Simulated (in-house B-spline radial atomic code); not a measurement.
## Ni⁵⁺: RPA and GW calculation

Ni⁵⁺, configuration [Ar] 3d5. Computed at this level: RPA, second-order and SOSEX correlation energies and G0W0 (contour deformation) on a scalar-relativistic (spin-free one-electron X2C) mean field, all electrons, B-spline basis (in-house B-spline radial atomic code).

**Input file**
```
Z = 28
electrons = 23.0
configuration = [Ar] 3d5
hamiltonian = x2c
method = pbeh
lmax = 9
exact_exchange_fraction = 1.0
rms_radius = 3.7757
spin_polarised = True
box_radius = 10.43
intervals = 68
```

The run was one of a batch that the task file lists, launched with:
```bash
python <driver script> task.json out
```

The program writes its results to a structured record and prints no log; tables and figures of this report are taken from that record.

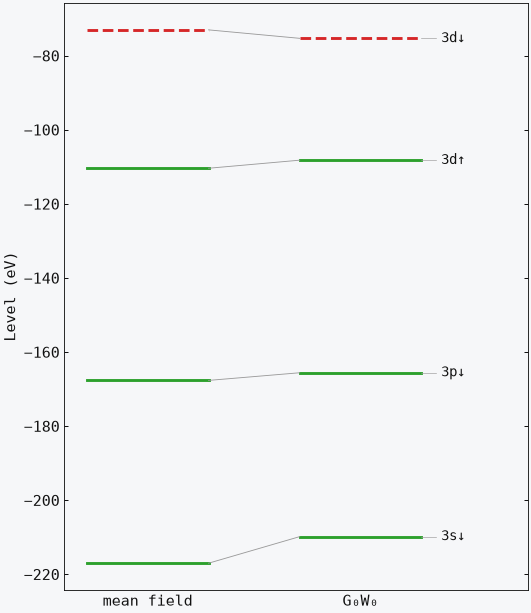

Figure 1. Mean-field and G₀W₀ levels (solid occupied, dashed empty) for Ni⁵⁺ ([Ar] 3d⁵). All-electron spherical atom, scalar X2C, PBE with 100 % exact exchange start, no spin-orbit coupling, Breit or QED terms; computed with a B-spline radial code. The quasi-particle equation is solved at full frequency; levels of low quasi-particle weight Z are left out. Σ columns are in eV, and Σc holds an estimate for the angular momenta beyond the basis. G₀W₀ moves the highest occupied level, 3d↑, from −110.39 to −108.21 eV (renormalisation factor Z = 0.97). The empty level 3d↓ goes from −73.03 to −75.32 eV.

```csv
Level,Mean field (eV),Σx − vxc (eV),Σc (eV),Z,G₀W₀ (eV)
3d↓,−73.03,1.89,−4.18,0.98,−75.32
3d↑,−110.39,1.43,0.75,0.97,−108.21
3p↓,−167.67,2.17,−0.10,0.97,−165.60
3s↓,−217.02,2.26,4.91,0.93,−209.84
```

**Summary**

| quantity | value |
| --- | --- |
| outcome | converged |
| mean-field total energy | −1513.48179 hartree |
| total energy with exact exchange alone | −1512.42324 hartree |
| exact exchange energy | −60.38517 hartree |
| RPA correlation, extrapolated in the angular momentum of the empty orbitals | −1.45519 hartree |
| RPA correlation, as summed | −1.43992 hartree |
| direct second-order term | −1.59814 hartree |
| second-order exchange term | 0.52565 hartree |
| SOSEX term | 0.49558 hartree |
| hardware | 1 CPU thread, shared host |
| wall time | 2.9 s |

**Remarks**

Limits: spin-orbit coupling, Breit and QED terms are absent.
